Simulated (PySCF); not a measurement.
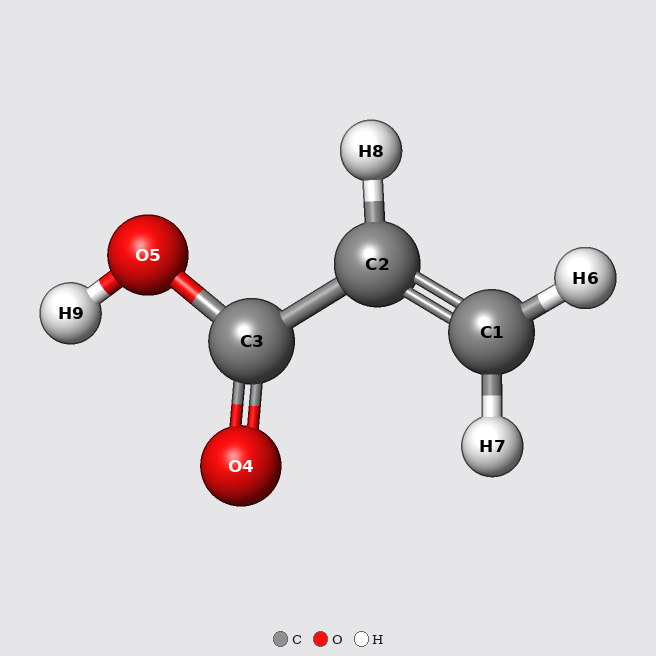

The computed structure is the end point of a PBE0-D3(BJ)/def2-SVP optimisation. No frequency run is at hand to confirm it as a minimum. Properties computed with B3LYP/pcJ-1 indirect spin-spin coupling, non-relativistic, gas phase (PySCF 2.14.0). Isotopes: 13C, 1H, 17O.

Give the spin–spin coupling constants of these pairs, with the number of bonds between them: C1/H6, C2/H7, C2/O5, C3/H8, C3/H7, O4/H9.

```tsv
pair	bonds apart	J (Hz)
C1, H6	1	171.2
C2, H7	2	−4.2
C2, O5	2	−24.5
C3, H8	2	3.9
C3, H7	3	8.3
O4, H9	3	2.3
```
